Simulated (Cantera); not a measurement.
Input: 1 mol SiCl4, 15 mol N2O, 3 mol O2, held at 0.270 bar.

Equilibrium computed with Cantera from the NASA thermochemical tables; the gas is ideal and each condensed phase is pure. Candidate condensed phases: Si, SiO2, Si2N2O, Si3N4; 23 gas species. The tables hold silica as quartz up to 1696 K and as liquid above; real silica turns to tridymite and cristobalite and melts near 1996 K. Equilibrium is a limit: real reactors are often held back by kinetics, nucleation or transport.

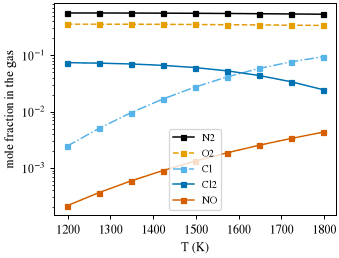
Figure: Equilibrium gas composition (values under 1e-9 drawn at 1e-9)

Problem. Read off the mole fractions at 1273 K.

Solution. N2 about 0.56, O2 about 0.36, Cl2 about 0.073, Cl about 0.0050, NO about 0.00037.
